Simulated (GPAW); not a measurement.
# linear Os chain, spacing 2.521 A: cost and accuracy of all numerical settings together, part 2 of 2

Two starts of linear Os chain, spacing 2.521 A are run at each rung of all numerical settings together. Which rung is enough?

GPAW 26.7.0; LDA; plane waves with GPAW's PAW setups, scalar-relativistic.

So far, largest spin moment in the augmentation sphere (μB): step 2 (rung 1 (280 eV, mesh 1×1×4), start ferro +) 1.60; step 4 (rung 2 (380 eV, mesh 1×1×6), start ferro +) 1.94; step 5 (rung 2 (380 eV, mesh 1×1×3), start antiferro q=(0,0,1/2) +-) 1.45; step 6 (rung 3 (500 eV, mesh 1×1×10), start ferro +) 1.47; step 7 (rung 3 (500 eV, mesh 1×1×5), start antiferro q=(0,0,1/2) +-) 1.44.

### 8. Rung 4 (700 eV, mesh 1×1×12), start ferro +

Contents of order1.py:

```python
import json
import numpy as np
from ase import Atoms
from ase.parallel import paropen, parprint
from gpaw import GPAW

atoms = Atoms(['Os'],
    cell=[[12.0, 0.0, 0.0],
         [0.0, 12.0, 0.0],
         [0.0, 0.0, 2.521]],
    scaled_positions=[[0.5, 0.5, 0.0]],
    pbc=True,
    magmoms=[1.0])
atoms.calc = GPAW(mode={'name': 'pw', 'ecut': 700},
    xc='LDA',
    kpts={'size': (1, 1, 12), 'gamma': True},
    occupations={'name': 'methfessel-paxton', 'width': 0.05},
    convergence={'density': 1e-05, 'energy': 1e-05},
    maxiter=200,
    txt='order1.txt')
e = atoms.get_potential_energy(force_consistent=True)
res = {'free_energy': e, 'energy_sigma0': atoms.get_potential_energy(), 'fermi_energy': atoms.calc.get_fermi_level()}
res['moments'] = atoms.get_magnetic_moments().tolist()
res['total'] = atoms.get_magnetic_moment()
parprint('site moments (muB):', np.round(res['moments'], 3))
parprint(f"total moment: {res['total']:.3f} muB")
parprint(f'free energy: {e:.6f} eV')
atoms.calc.write('order1.gpw')
with paropen('results.json', 'w') as f:
    json.dump(res, f)
```

Started as:

```bash
$ OMP_NUM_THREADS=1 python3 order1.py > order1.log
```

Numbers of over 12 decimals in the logs are rounded to 6 here.

The program printed:

```text
site moments (muB): [1.354]
total moment: 1.672 muB
free energy: -6.124728 eV

--- order1.txt ---
Input parameters:
  mode=PW(ecut=700),
  convergence={'density': 1e-05, 'energy': 1e-05},
  kpts=MonkhorstPack(size=(1, 1, 12), gamma=True),
  maxiter=200,
  occupations=Occupations(name='methfessel-paxton', width=0.05),
  xc=XC(name='LDA')

Diagonalizing LCAO Hamiltonian
Converting LCAO to pw mode
[...]
|          3 |       -10.474 |     1.000 |       -10.088 |     1.000 |
|          4 |        -6.808 |     1.000 |        -6.072 |     1.000 |
[...]
|          8 |        -3.390 |     0.000 |        -2.594 |     0.000 |
|          9 |        -2.292 |     0.000 |        -1.974 |     0.000 |
|         10 |        -2.292 |     0.000 |        -1.974 |     0.000 |
|         11 |         1.772 |     0.000 |         1.805 |     0.000 |

No gap
No difference between direct/indirect transitions


[key lines of the parts left out:]
Free energy:      -6.124728
Converged in 13 steps
dipole moment: (0.000001, 0.000001, -8.918220)  # |e|*Ang
Fermi level: -4.867
```

The job ended after 36 s (1 MPI rank of Arm Neoverse V2, shared host; peak memory 0.39 GiB).

Numbers from this step:

| Quantity | Value |
| --- | --- |
| magnetization | 1.672 μB |
| final state | ferromagnetic |
| largest moment | 1.354 μB |

The largest moment moves by -0.12 μB from rung 3, at 1.2 times its CPU time.

### 9. Rung 4 (700 eV, mesh 1×1×6), start antiferro q=(0,0,1/2) +-

Contents of order2.py:

```python
import json
import numpy as np
from ase import Atoms
from ase.parallel import paropen, parprint
from gpaw import GPAW

atoms = Atoms(['Os', 'Os'],
    cell=[[12.0, 0.0, 0.0],
         [0.0, 12.0, 0.0],
         [0.0, 0.0, 5.042]],
    scaled_positions=[[0.5, 0.5, 0.0],
         [0.5, 0.5, 0.5]],
    pbc=True,
    magmoms=[1.0, -1.0])
atoms.calc = GPAW(mode={'name': 'pw', 'ecut': 700},
    xc='LDA',
    kpts={'size': (1, 1, 6), 'gamma': True},
    occupations={'name': 'methfessel-paxton', 'width': 0.05},
    convergence={'density': 1e-05, 'energy': 1e-05},
    maxiter=200,
    txt='order2.txt')
e = atoms.get_potential_energy(force_consistent=True)
res = {'free_energy': e, 'energy_sigma0': atoms.get_potential_energy(), 'fermi_energy': atoms.calc.get_fermi_level()}
res['moments'] = atoms.get_magnetic_moments().tolist()
res['total'] = atoms.get_magnetic_moment()
parprint('site moments (muB):', np.round(res['moments'], 3))
parprint(f"total moment: {res['total']:.3f} muB")
parprint(f'free energy: {e:.6f} eV')
atoms.calc.write('order2.gpw')
with paropen('results.json', 'w') as f:
    json.dump(res, f)
```

Started as:

```bash
$ OMP_NUM_THREADS=1 python3 order2.py > order2.log
```

The program printed:

```text
site moments (muB): [ 1.313 -1.313]
total moment: 0.000 muB
free energy: -11.982084 eV

--- order2.txt ---
Input parameters:
  mode=PW(ecut=700),
  convergence={'density': 1e-05, 'energy': 1e-05},
  kpts=MonkhorstPack(size=(1, 1, 6), gamma=True),
  maxiter=200,
  occupations=Occupations(name='methfessel-paxton', width=0.05),
  xc=XC(name='LDA')

Diagonalizing LCAO Hamiltonian
Converting LCAO to pw mode
[...]
|          6 |       -10.005 |     1.000 |       -10.005 |     1.000 |
|          7 |        -7.592 |     1.000 |        -7.592 |     1.000 |
[...]
|         17 |        -2.130 |     0.000 |        -2.130 |     0.000 |
|         18 |        -2.130 |     0.000 |        -2.130 |     0.000 |
|         19 |        -0.521 |     0.000 |        -0.521 |     0.000 |
|         20 |         0.491 |     0.000 |         0.491 |     0.000 |

No gap
No difference between direct/indirect transitions


[key lines of the parts left out:]
Free energy:     -11.982084
Converged in 18 steps
dipole moment: (0.000001, 0.000001, -17.850887)  # |e|*Ang
Fermi level: -4.739
```

The job ended after 1.9 min (1 MPI rank; peak memory 0.66 GiB).

Numbers from this step:

| Item | Value |
| --- | --- |
| magnetization | 0 μB |
| final state | antiferromagnetic |
| largest moment | 1.313 μB |

This start lies +133.7 meV a seeded atom from the first, a change of +111.6 meV since rung 3; its largest moment is 1.31 μB.

### 10. An attempt with other settings

A slip in the input shows what the program catches and what it lets pass.

Contents of run.py:

```python
import json
import numpy as np
from ase import Atoms
from ase.parallel import paropen, parprint
from gpaw import GPAW

atoms = Atoms(['Os'],
    cell=[[12.0, 0.0, 0.0],
         [0.0, 12.0, 0.0],
         [0.0, 0.0, 2.521]],
    scaled_positions=[[0.5, 0.5, 0.0]],
    pbc=True,
    magmoms=[1.0])
atoms.calc = GPAW(mode={'name': 'pw', 'ecut': 550},
    xc='LDA',
    kpts={'size': (1, 1, 12), 'gamma': True},
    occupations={'name': 'methfessel-paxton', 'width': 0.1},
    convergence={'density': 1e-05, 'energy': 1e-05},
    encut=500,
    maxiter=50,
    txt='run.txt')
e = atoms.get_potential_energy(force_consistent=True)
res = {'free_energy': e, 'energy_sigma0': atoms.get_potential_energy(), 'fermi_energy': atoms.calc.get_fermi_level()}
res['moments'] = atoms.get_magnetic_moments().tolist()
res['total'] = atoms.get_magnetic_moment()
parprint('site moments (muB):', np.round(res['moments'], 3))
parprint(f"total moment: {res['total']:.3f} muB")
parprint(f'free energy: {e:.6f} eV')
atoms.calc.write('run.gpw')
with paropen('results.json', 'w') as f:
    json.dump(res, f)
```

Started as:

```bash
$ OMP_NUM_THREADS=1 python3 run.py > run.log
```

The program printed:

```text
TypeError: GPAW() got an unexpected keyword argument 'encut'
```

It took 1.2 s on 1 MPI rank; peak memory 0.1 GiB.

The program refused the input before any cycle.

The program's message: “TypeError: GPAW() got an unexpected keyword argument 'encut'”

The fault put into the input: a keyword of another program.

The cutoff belongs in the mode.

### 11. Side by side

Ladder, by row:

| rung | cutoff (eV) | mesh | smearing (eV) | state from the first start | state from the second start | second less first (meV a seeded atom) | moment, first (μB) | moment, second (μB) | CPU time (s) |
| --- | --- | --- | --- | --- | --- | --- | --- | --- | --- |
| 1 | 280 | 1x1x4 | 0.2 | ferromagnetic | antiferromagnetic | -116.4 | 1.598 | 1.827 | 18.22 |
| 2 | 380 | 1x1x6 | 0.15 | ferromagnetic | antiferromagnetic | 224.7 | 1.943 | 1.449 | 42.71 |
| 3 | 500 | 1x1x10 | 0.1 | ferromagnetic | antiferromagnetic | 22.05 | 1.473 | 1.441 | 98.44 |
| 4 | 700 | 1x1x12 | 0.05 | ferromagnetic | antiferromagnetic | 133.7 | 1.354 | 1.313 | 147.4 |

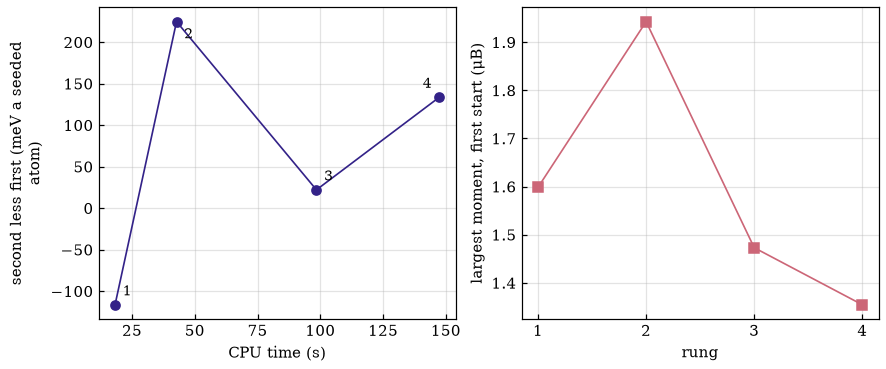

Result against cost, rungs numbered as in the table, and the moment by rung.

### 12. Outcome

| Quantity | Value |
| --- | --- |
| range of the moment in the table, first start | 1.35 to 1.94 μB |
| range of CPU time | 18 s to 2.5 min |
| range of the energy difference | -116 to 225 meV a seeded atom |

In words: Only the last rung can serve as the reference, and the rung before it is still 112 meV away, so convergence is not shown. The sign of the difference changes along the ladder, so the order that comes out lowest hangs on the rung. The smearing is not Fermi–Dirac, so its width is no temperature.

[Logs and program files are shortened in this print: banners, set-up blocks, solver, clock and traceback lines can be left out without a mark of their own.]

[Logs are printed without paths, hosts, clocks, repeated set-up lines and the standing remarks that a program may print on its own settings, such as how far it seeks lower states.]

[Hosts, paths, dates, database ids (printed as entryN), source tags and the programs' standing remarks are cut or masked in the printed files.]

[Where a cell is said to come from a database of computed structures, the database is the Materials Project.]
